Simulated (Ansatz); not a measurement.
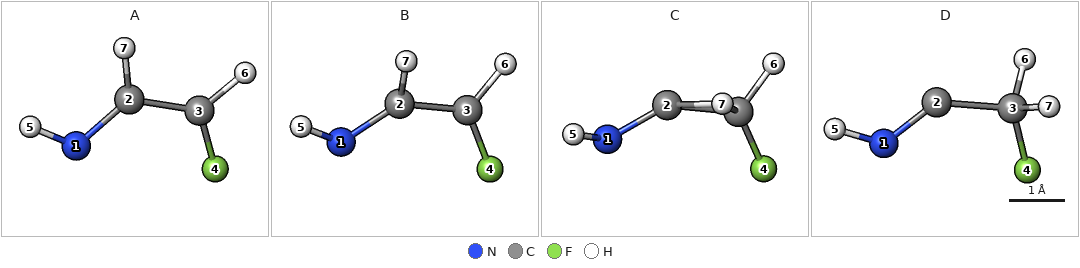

4 geometries from a converged minimum-energy path of C$_{2}$H$_{3}$FN (multiplicity 2), shuffled. Style: ball-and-stick. Shown at a tilt.

The calculation used Ansatz, UKS PBE-D4/def2-SVP. Set-up: 5 movable images; climbing image; force threshold 0.05 eV/Å; iteration limit 60; starting path through a guess of the saddle point.

**One of them is the converged climbing image. Which?**

C. In order along the path, whose images run from 0 to 6: D (image 0, 0.0 kcal/mol), C (image 3, +37.1 kcal/mol), B (image 5, −5.7 kcal/mol), A (image 6, −10.1 kcal/mol). A hydrogen atom shifts from one atom to another. Breaking: C3–H7 (1.12 → 1.40 at the top → 2.11 Å). Forming: C2–H7 (2.11 → 1.34 at the top → 1.12 Å).
